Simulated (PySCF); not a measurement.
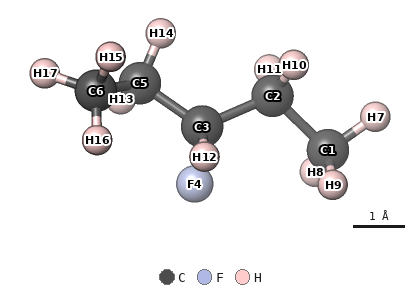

*The input geometry (ball-and-stick view, seen at a tilt; atoms are numbered from 1 in the order of the input). Sticks are drawn by distance; a stretched bond gets none, so the picture shows separate pieces.*

# NMR shielding calculation of C$_{5}$H$_{11}$F

System: C$_{5}$H$_{11}$F (3-fluoropentane).
Method: GIAO PBE0/pcSseg-1 NMR shielding, non-relativistic, gas phase (PySCF 2.14.0).

The geometry comes from this level: GFN2-xTB, MD frame at 800 fs, 600 K. It belongs to a series of runs on one base structure; here: MD frame at 800 fs, 600 K. Figures and captions count atoms from 1; the log counts them from 0 in places.

## What the program printed
```
coarse grid: 13336 points
cycle   1  E = -296.4452314218  dE =  3.129e-01  |g| = 6.424e-01  |ddm| = 3.316e+00
cycle   2  E = -296.3462797842  dE =  9.895e-02  |g| = 1.034e+00  |ddm| = 1.193e+00
cycle   3  E = -296.5272440340  dE = -1.810e-01  |g| = 1.219e-01  |ddm| = 7.598e-01
cycle   4  E = -296.5303749622  dE = -3.131e-03  |g| = 3.376e-02  |ddm| = 1.095e-01
cycle   5  E = -296.5306127168  dE = -2.378e-04  |g| = 4.559e-03  |ddm| = 2.759e-02
cycle   6  E = -296.5306167057  dE = -3.989e-06  |g| = 1.697e-03  |ddm| = 4.354e-03
final grid: 126736 points
cycle   7  E = -296.5733706828  dE = -4.404e-05  |g| = 7.567e-03  |ddm| = 2.795e-02
cycle   8  E = -296.5733663059  dE =  4.377e-06  |g| = 8.793e-03  |ddm| = 1.250e-02
cycle   9  E = -296.5733852513  dE = -1.895e-05  |g| = 1.232e-03  |ddm| = 6.703e-03
cycle  10  E = -296.5733854644  dE = -2.131e-07  |g| = 2.594e-04  |ddm| = 8.791e-04
cycle  11  E = -296.5733854754  dE = -1.096e-08  |g| = 5.220e-05  |ddm| = 1.880e-04
cycle  12  E = -296.5733854760  dE = -5.873e-10  |g| = 1.770e-05  |ddm| = 5.384e-05
```

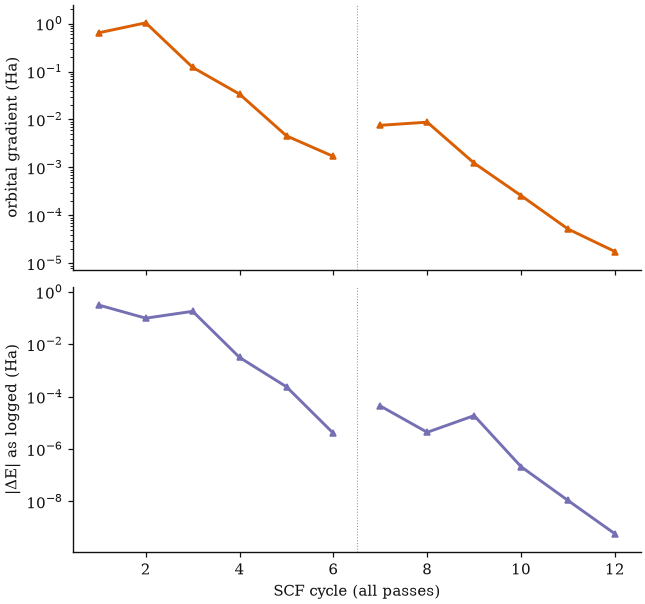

*Convergence of the self-consistent field: orbital gradient and size of the energy change against the SCF cycle. The dotted line marks the change from a coarse to the final integration grid.*

The first 6 cycles use a coarse grid, the final grid takes over at cycle 7, and the field converges after 12 cycles in all.

```
converged SCF energy = -296.5733854760

GIAO shielding tensors (ppm)
atom      isotropic    diamagn.    paramagn.     s11        s22        s33       span
  0 C      165.511     245.045     -79.534    153.114    169.212    174.205     21.091
  1 C      154.488     250.636     -96.148    131.390    155.632    176.443     45.052
  2 C       51.374     244.722    -193.348     11.393     39.953    102.775     91.382
  3 F      291.085     479.421    -188.337    155.968    312.564    404.722    248.754
  4 C      161.807     247.934     -86.127    144.411    158.426    182.583     38.172
  5 C      165.590     244.627     -79.036    147.417    163.358    185.996     38.579
  6 H       29.451      25.966       3.485     24.899     27.374     36.080     11.180
  7 H       29.392      30.565      -1.173     24.653     29.053     34.469      9.816
  8 H       29.769      28.810       0.959     25.910     27.995     35.402      9.492
  9 H       31.761      32.867      -1.106     26.280     32.274     36.729     10.449
 10 H       30.443      33.436      -2.992     25.817     31.094     34.419      8.602
 11 H       25.922      32.273      -6.351     23.720     25.502     28.544      4.824
 12 H       31.448      34.423      -2.975     26.660     32.180     35.504      8.844
 13 H       30.547      30.941      -0.395     25.690     31.582     34.369      8.679
 14 H       28.371      24.536       3.836     24.780     26.169     34.165      9.385
 15 H       31.064      31.440      -0.376     26.989     30.061     36.142      9.154
 16 H       29.405      26.428       2.977     24.231     27.057     36.927     12.696
```

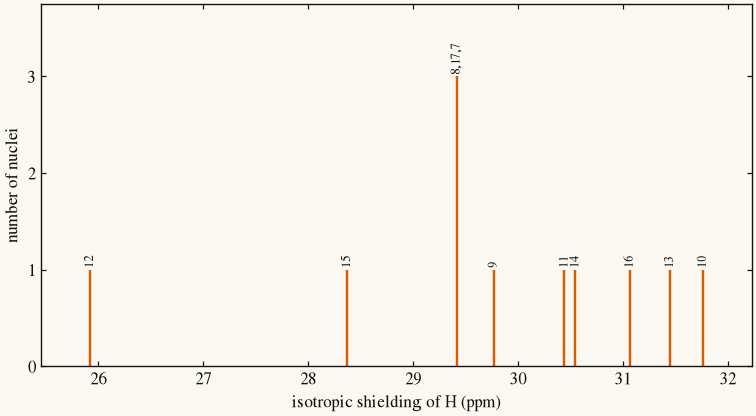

*Isotropic shieldings of the hydrogen nuclei in this fixed geometry, labelled by atom number; shielding grows to the right, so chemical shift grows to the left.*

The least shielded is H12 (25.9 ppm), the most shielded H10 (31.8 ppm).

The run was set up as follows.

## Input file
```
{"job": {"kind": "nmr", "xc": "PBE0", "basis": "pcSseg-1", "pop": false}, "charge": 0, "multiplicity": 1}
C     -3.246500     0.627500    -0.472600
C     -2.737900     0.580300     0.990200
C     -1.235300     0.928200     1.136100
F     -0.600100     0.104700    -0.029800
C     -0.506800     0.477500     2.366700
C      0.323600     1.622200     2.883600
H     -4.369100     0.499700    -0.315400
H     -2.820000    -0.244700    -0.948900
H     -3.039300     1.632000    -0.909200
H     -3.385300     1.159700     1.499400
H     -2.897200    -0.442600     1.260600
H     -1.026400     2.006700     0.820200
H     -0.021700    -0.348600     2.055000
H     -1.303300     0.244800     3.033600
H     -0.237200     2.434300     3.558000
H      0.722600     2.231800     2.120500
H      1.080500     1.142100     3.540600
```

The first line tells a small driver script what to run in PySCF; the rest is the geometry in Å.

Command:
```bash
OMP_NUM_THREADS=1 python <driver script> task.json out
```

## Results in brief

```csv
quantity,value
outcome,converged
total energy,−296.573385 hartree
HOMO,−8.87 eV
LUMO,1.32 eV
dipole moment,2.48 D
"isotropic shielding, C",51.4 to 165.6 ppm
"isotropic shielding, F",291.1 ppm
"isotropic shielding, H",25.9 to 31.8 ppm
hardware,"1 CPU thread, shared host"
wall time,50 s
peak memory,0.75 GiB
```
